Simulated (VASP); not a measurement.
Band structure of HfC (relaxed from the CsCl type structure, space group Pm-3m). All values below come from PBEsol GGA, VASP's PBE PAW potentials (set 64) (plane waves; VASP 6.6.1).

Unless said otherwise, spin-orbit coupling is left out, though it shifts the bands of the heavy elements here.

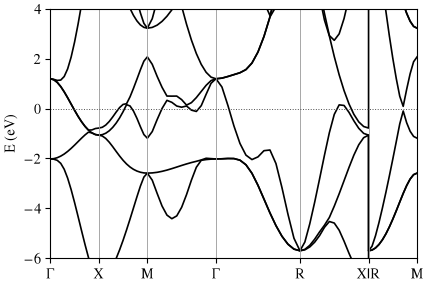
*Bands along high-symmetry lines, zero at the valence-band maximum or, without a gap, the Fermi level*

Q: Read the plot: is there a gap, and where are the band edges?

A: It has no gap at this level: it comes out as a metal or semimetal. (Edges off the drawn lines would not show.)

The structure was generated: HfC was put into the CsCl type type (Pm-3m), which need not be its known phase. It was relaxed first, which changed the volume by -32 %.
